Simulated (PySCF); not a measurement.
# C2H7NOSi (SMILES C[SiH]1OC1N): levels of theory compared

Aim: a comparison of 5 runs (MP2/STO-3G, MP2/3-21G, MP2/6-31G*, MP2/6-31+G*, MP2/6-311+G**) of C2H7NOSi. Input form: a Python script.

The results are computed with PySCF 2.14.0.

**1. Starting point**

The species is C2H7NOSi (12 atoms), meant as a singlet with charge 0. As SMILES, `C[SiH]1OC1N`. The shape is that of a PBE0-D4/def2-TZVP optimisation. This is one conformer, not always the lowest.

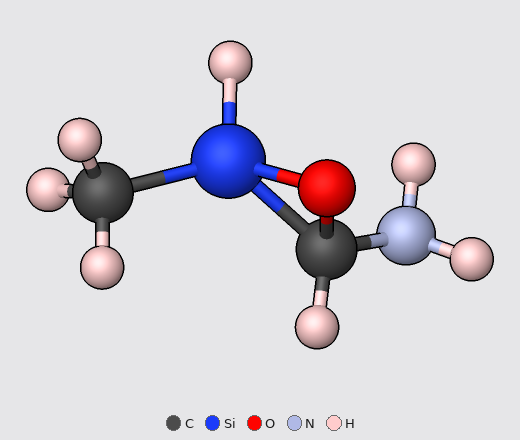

The structure, seen from a chosen angle (carbon dark grey, silicon blue, oxygen red, nitrogen light blue, hydrogen pink).

**2. The energy at MP2/STO-3G (run 1)**

Input file input.xyz:

```xyz
12

C     -1.366800     0.935600     1.385500
Si     0.173400     0.417300     0.497600
O      0.615400    -1.176200     0.503800
C      0.245200    -0.729600    -0.903600
N      1.244100    -0.790000    -1.882400
H     -1.675100     1.935800     1.069900
H     -1.190000     0.966100     2.464300
H     -2.181700     0.236900     1.189200
H      1.276900     1.397500     0.670500
H     -0.651900    -1.266900    -1.206600
H      1.525100    -1.739600    -2.094700
H      2.062600    -0.242100    -1.659600
```

Input file job.py:

```python
from pyscf import gto, scf, mp

mol = gto.Mole()
mol.atom = 'input.xyz'
mol.basis = 'sto-3g'
mol.spin = 0
mol.verbose = 3
mol.charge = 0
mol.max_memory = 1860
mol.build()

hf = scf.RHF(mol)
hf.conv_tol = 1e-10
hf.kernel()
if not hf.converged:
    hf = hf.newton().run(hf.mo_coeff, hf.mo_occ)

pt = mp.MP2(hf, frozen=9).run()
e_final = pt.e_tot
print('E = %.10f Eh' % e_final)
```

Run with:

```sh
$ OMP_NUM_THREADS=1 python job.py
```

Output:

```text
converged SCF energy = -492.031603156714
E(RMP2) = -492.266539237024  E_corr = -0.234936080310164
E(SCS-RMP2) = -492.285078841721  E_corr = -0.253475685007322
E = -492.2665392370 Eh
```

Run time: 1 s. Hardware: 1 thread of Arm Neoverse V1, shared host; peak memory 0.12 GiB.

**3. The energy at MP2/3-21G (run 2)**

Input file input.py:

```python
# C[SiH]1OC1N
from pyscf import gto, mp

system = gto.M(
    atom='''
C     -2.582878     1.768028     2.618216
Si     0.327679     0.788583     0.940328
O      1.162937    -2.222696     0.952044
C      0.463361    -1.378744    -1.707557
N      2.351008    -1.492884    -3.557220
H     -3.165480     3.658132     2.021818
H     -2.248774     1.825664     4.656852
H     -4.122815     0.447676     2.247262
H      2.412991     2.640892     1.267061
H     -1.231912    -2.394094    -2.280144
H      2.882021    -3.287368    -3.958409
H      3.897749    -0.457503    -3.136189
''',
    verbose=3,
    spin=0,
    basis='3-21g',
    unit='bohr',
    max_memory=1860,
)

mf = system.RHF()
mf.conv_tol = 1e-10
mf.kernel()
if not mf.converged:
    mf = mf.newton().run(mf.mo_coeff, mf.mo_occ)

pt = mp.MP2(mf, frozen=9).run()
etot = pt.e_tot
print('Final energy', etot)
```

Run with:

```sh
$ OMP_NUM_THREADS=1 python input.py
```

Output:

```text
converged SCF energy = -495.334381735816
E(RMP2) = -495.796729856549  E_corr = -0.462348120733295
E(SCS-RMP2) = -495.797110790401  E_corr = -0.462729054585076
Final energy -495.79672985654884
```

Run time: 1.3 s. Hardware: 1 thread of Arm Neoverse V1, shared host; peak memory 0.14 GiB.

**4. A single-point energy at MP2/6-31G(d) (spherical functions) (run 3)**

Input file run.py:

```python
from pyscf import gto, mp

system = gto.Mole()
system.atom = '''
C     -1.366800     0.935600     1.385500
Si     0.173400     0.417300     0.497600
O      0.615400    -1.176200     0.503800
C      0.245200    -0.729600    -0.903600
N      1.244100    -0.790000    -1.882400
H     -1.675100     1.935800     1.069900
H     -1.190000     0.966100     2.464300
H     -2.181700     0.236900     1.189200
H      1.276900     1.397500     0.670500
H     -0.651900    -1.266900    -1.206600
H      1.525100    -1.739600    -2.094700
H      2.062600    -0.242100    -1.659600
'''
system.basis = '6-31g*'
system.verbose = 3
system.max_memory = 1860
system.build()

mf = system.RHF()
mf.conv_tol = 1e-10
mf.kernel()
if not mf.converged:
    mf = mf.newton().run(mf.mo_coeff, mf.mo_occ)

pt = mp.MP2(mf, frozen=9).run()
etot = pt.e_tot
print('E(%s) = %.9f' % ('MP2', etot))
```

Run with:

```sh
$ OMP_NUM_THREADS=1 python run.py
```

Output:

```text
converged SCF energy = -498.011909323214
E(RMP2) = -498.692946468465  E_corr = -0.681037145250918
E(SCS-RMP2) = -498.680360478435  E_corr = -0.668451155220226
E(MP2) = -498.692946468
```

Wall time 2.8 s (1 thread of Arm Neoverse V1, shared host); peak memory 0.21 GiB.

Run 4 isn't shown in full; the table further down has it.

**5. The energy at MP2/6-311+G(d,p) (run 5)**

Input file geometry.xyz:

```xyz
12

C     -1.366800     0.935600     1.385500
Si     0.173400     0.417300     0.497600
O      0.615400    -1.176200     0.503800
C      0.245200    -0.729600    -0.903600
N      1.244100    -0.790000    -1.882400
H     -1.675100     1.935800     1.069900
H     -1.190000     0.966100     2.464300
H     -2.181700     0.236900     1.189200
H      1.276900     1.397500     0.670500
H     -0.651900    -1.266900    -1.206600
H      1.525100    -1.739600    -2.094700
H      2.062600    -0.242100    -1.659600
```

Input file run.py:

```python
# C[SiH]1OC1N
from pyscf import gto, scf, mp

mol = gto.M(
    atom='geometry.xyz',
    charge=0,
    max_memory=1860,
    spin=0,
    basis='6-311+g**',
    verbose=3,
)

mf = scf.RHF(mol)
mf.conv_tol = 1e-10
mf.kernel()
if not mf.converged:
    mf = mf.newton().run(mf.mo_coeff, mf.mo_occ)

pt = mp.MP2(mf, frozen=9).run()
etot = pt.e_tot
print('E(%s) = %.9f' % ('MP2', etot))
```

Run with:

```sh
$ OMP_NUM_THREADS=1 python run.py
```

Output:

```text
converged SCF energy = -498.10124984201
E(RMP2) = -498.885729792002  E_corr = -0.784479949992353
E(SCS-RMP2) = -498.875866218865  E_corr = -0.774616376854981
E(MP2) = -498.885729792
```

It took 14 s on 1 thread of Arm Neoverse V1, shared host; peak memory 0.96 GiB.

**6. Overview of the runs**

| run | level | energy (Eh) | dipole moment (D) of the reference | HOMO energy (eV) | LUMO energy (eV) | wall time |
| --- | --- | --- | --- | --- | --- | --- |
| 1 | MP2/STO-3G | -492.266539 | 1.75 | -7.02 | 9.94 | 1 s |
| 2 | MP2/3-21G | -495.796730 | 2.02 | -9.65 | 3.97 | 1.3 s |
| 3 | MP2/6-31G* (spherical functions) | -498.692946 | 1.82 | -9.83 | 3.70 | 2.8 s |
| 4 | MP2/6-31+G* (spherical functions) | -498.712754 | 1.93 | -10.01 | 1.45 | 4.8 s |
| 5 | MP2/6-311+G** | -498.885730 | 2.03 | -10.00 | 1.43 | 14 s |

**7. Results**

| quantity | value |
| --- | --- |
| run 5: total energy | -498.88573 Eh |
| run 5: dipole moment (Hartree–Fock density) | 2.03 D |
| run 5: HOMO energy (Hartree–Fock orbitals) | -10.00 eV |
| run 5: LUMO energy (Hartree–Fock orbitals) | 1.43 eV |
| run 5: HOMO–LUMO gap (Hartree–Fock orbitals) | 11.43 eV |
| run 5: correlation energy (9 core orbitals frozen) | -784.5 mEh |

What this shows: In run 1 the basis is minimal, so the values are rough. All runs together took 24 s, the longest 14 s.
